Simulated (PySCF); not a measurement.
F7Re, SMILES [F][Re]([F])([F])([F])([F])([F])[F], singlet at its CAM-B3LYP/def2-SVP optimised geometry (Å):

```
8

Re    -0.1768    -0.0001     0.0000
F      1.6810    -0.0001     0.0000
F     -0.1784     1.8135     0.0000
F     -0.1749    -1.8135    -0.0014
F      0.3957    -0.0045     1.7677
F     -1.6793    -0.0119    -1.0923
F     -1.6810     0.0081     1.0910
F      0.3994     0.0063    -1.7665
```

Method: PySCF with CAM-B3LYP/def2-TZVP, def2 effective core potentials past Kr. The core electrons that the potentials of Re replace are not part of the density. Cells within 0.4 Å of a nucleus heavier than hydrogen are left out (blank, or x).

Map of the deformation density (molecule minus spherical neutral atoms) (e/bohr³) on the plane z = 0.0 Å:

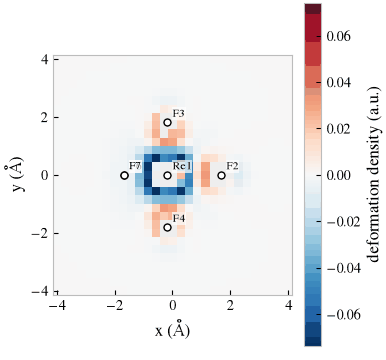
Figure. Deformation density (molecule minus spherical neutral atoms) (e/bohr³) on the plane z = 0.0 Å.
